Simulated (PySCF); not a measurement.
**C$_{2}$H$_{5}$BOSi, SMILES `BO[SiH2]C#C`: what the electrons do**

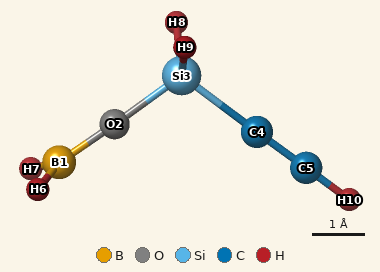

The molecule, with its atoms numbered as below. No frequency check shows the geometry to be a minimum.

Cartesian coordinates (Å):

```
B1      -2.2983   -0.9364    0.0058
O2      -1.2635   -0.1376   -0.0066
Si3     -0.0170    0.8833    0.0012
C4       1.5120   -0.1629    0.0003
C5       2.5122   -0.8300   -0.0003
H6      -2.7613   -1.2934    1.0262
H7      -2.7627   -1.2894   -1.0268
H8      -0.0851    1.6895   -1.2212
H9      -0.0833    1.6847    1.2284
H10      3.3852   -1.4182   -0.0007
```

Part 1: Bonding charge

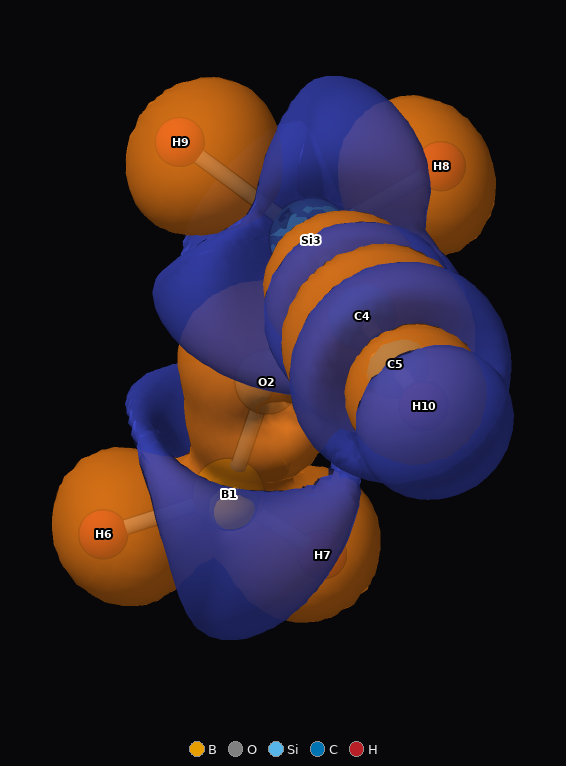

Deformation density (molecule less spherical, spin-averaged free atoms at the same positions), surfaces at ±0.04 e/Å³; orange: gain, blue: loss.

PySCF calculation, BP86/def2-TZVP, gas phase; geometry: GFN2-xTB.

Q: Describe the bonding that the map shows.

A: C4–C5: +0.91 e/Å³ at the bond critical point (bond length 1.20 Å, Mayer order 2.8). C5–H10: +0.77 e/Å³ at the bond critical point (bond length 1.05 Å, Mayer order 1.0). B1–H6: +0.51 e/Å³ at the bond critical point (bond length 1.18 Å, Mayer order 1.0). B1–H7: +0.50 e/Å³ at the bond critical point (bond length 1.19 Å, Mayer order 1.0). B1–O2: +0.33 e/Å³ at the bond critical point (bond length 1.31 Å, Mayer order 1.3). Si3–H8 and Si3–H9: +0.24 e/Å³ at the bond critical point (bond length 1.47 Å, Mayer order 0.9). Si3–C4: +0.14 e/Å³ at the bond critical point (bond length 1.85 Å, Mayer order 1.0). O2–Si3: +0.07 e/Å³ at the bond critical point (bond length 1.61 Å, Mayer order 1.2); up to 0.6 Å beside the axis the gain reaches +0.37 e/Å³. In all, 2.5 electrons gather in the regions of gain relative to the promolecule. A small or negative value marks a very polar bond, one between electron-rich atoms, whose free-atom densities already overlap strongly, a long bond to a heavier atom, or a closed-shell contact such as a hydrogen bond.

Q: Where do the Hirshfeld charges lie?

A: The highest Hirshfeld charge is on Si3 (+0.43 e), the lowest on O2 (−0.21 e).

```tsv
atom	charge (e)
B1	+0.18
O2	−0.21
Si3	+0.43
C4	−0.15
C5	−0.07
H6	−0.07
H7	−0.07
H8	−0.07
H9	−0.07
H10	+0.10
```

Part 2: Bond critical points

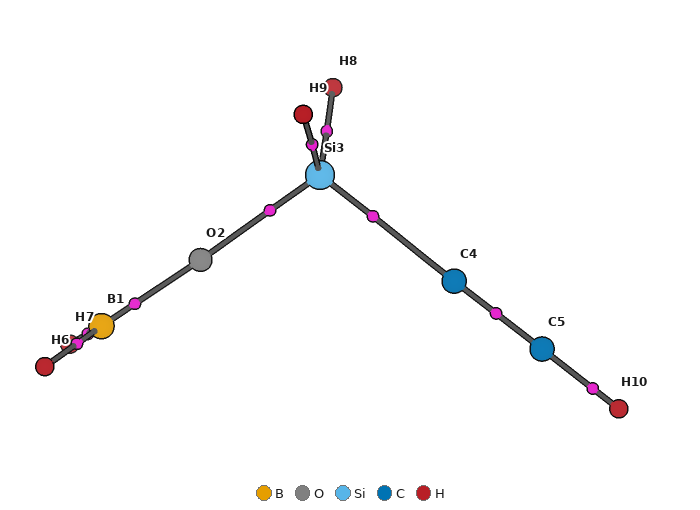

Molecular graph of the electron density (QTAIM): bond paths, bond critical points (magenta), ring points (cyan, if any); weak paths are dashed.

Q: How many critical points of each kind are there, and does the count close?

A: 10 nuclei, 9 bond, 0 ring and 0 cage critical points: 10 − 9 + 0 − 0 = 1, as the Poincaré–Hopf relation requires.

Q: Tabulate density, Laplacian, ellipticity and energy density at the bond critical points (atomic units).

A:
| bond | length (Å) | ρ (a.u.) | ∇²ρ (a.u.) | ε | H (a.u.) |
| --- | --- | --- | --- | --- | --- |
| C4–C5 | 1.202 | 0.425 | −1.31 | 0.00 | −0.628 |
| C5–H10 | 1.053 | 0.297 | −1.12 | 0.00 | −0.317 |
| B1–O2 | 1.307 | 0.222 | +1.31 | 0.14 | −0.164 |
| B1–H6 | 1.176 | 0.192 | −0.41 | 0.13 | −0.224 |
| B1–H7 | 1.186 | 0.189 | −0.42 | 0.13 | −0.219 |
| O2–Si3 | 1.611 | 0.140 | +0.97 | 0.07 | −0.040 |
| Si3–H8 (2 alike) | 1.466 | 0.128 | +0.14 | 0.03 | −0.083 |
| Si3–C4 | 1.853 | 0.116 | +0.25 | 0.05 | −0.063 |

Q: What kind of interaction is B1–H7?

A: Shared-shell (covalent): ρ = 0.189, ∇²ρ = −0.42, H = −0.219 a.u.

Part 3: Local ionisation energy

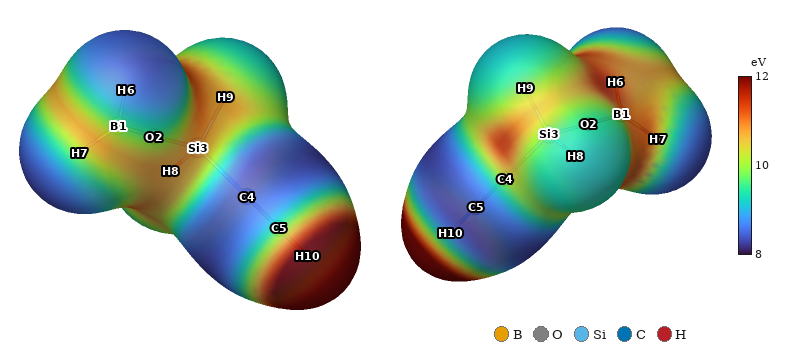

Average local ionisation energy on the surface of electron density 0.001 a.u. (back view left, front view right).

Q: Where are the most loosely bound electrons on this surface?

A: The lowest value is 8.3 eV, off the C4–C5 bond (2.1 to 2.2 Å from its atoms). Further minima include 8.3 eV, 1.5 Å from H7; 9.1 eV, 1.5 Å from H9. For comparison, the highest occupied orbital lies at −6.7 eV.

Part 4: Excited states

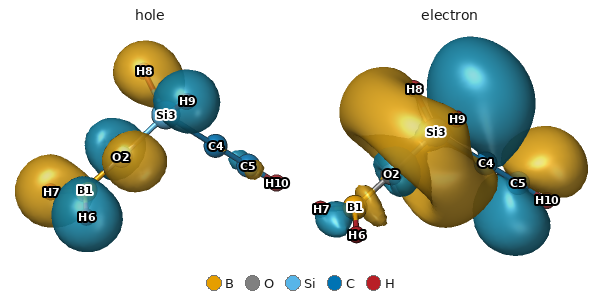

Leading natural transition orbital pair of T₅ (TDA triplet states); the surfaces enclose about 78 % of each orbital's density.

Method: PBE0/def2-SVPD; geometry: GFN2-xTB; program: PySCF.

Q: Where does the state lie, and where do hole and electron sit?

A: 6.07 eV (204 nm), spin-forbidden from the singlet ground state; the leading pair carries 76 %; hole on O2 (24 %), B1 (12 %) and C4 and C5 (12 % each), electron on Si3 (33 %), C5 (23 %) and C4 (19 %) (shares are of the whole state, not of the leading pair alone); their centroids lie 1.6 Å apart. In canonical orbitals it is mainly HOMO → LUMO+1 (42 %). The HOMO–LUMO gap is 7.28 eV.

Part 5: Localised orbitals

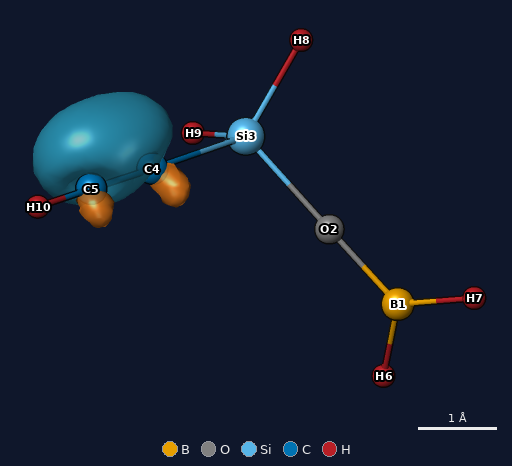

Localised orbitals, occupied; each surface holds about 70 % of the orbital's density. Energies are diagonal elements of the Fock matrix.

PySCF calculation, HF/6-31G*, gas phase; geometry: GFN2-xTB.

Q: What does this orbital represent?

A: Bent (banana) bond C4–C5 (C4 50 %, C5 49 %; −16.2 eV).

Q: Which localisation scheme gives orbitals like these: Pipek–Mezey, IBO or Foster–Boys?

A: Foster–Boys: it mixes σ and π into equivalent bent bonds, while the other two keep them apart.

Q: How do all the valence pairs divide up?

A: 13 pairs: 6 σ bonds, 5 bent bonds and 2 strongly polarised pairs.

The PySCF runs shown took 21 s, 110 s and 0.99 s on 1 thread of Intel(R) Xeon(R) 6975P-C (Granite Rapids), on a shared host.
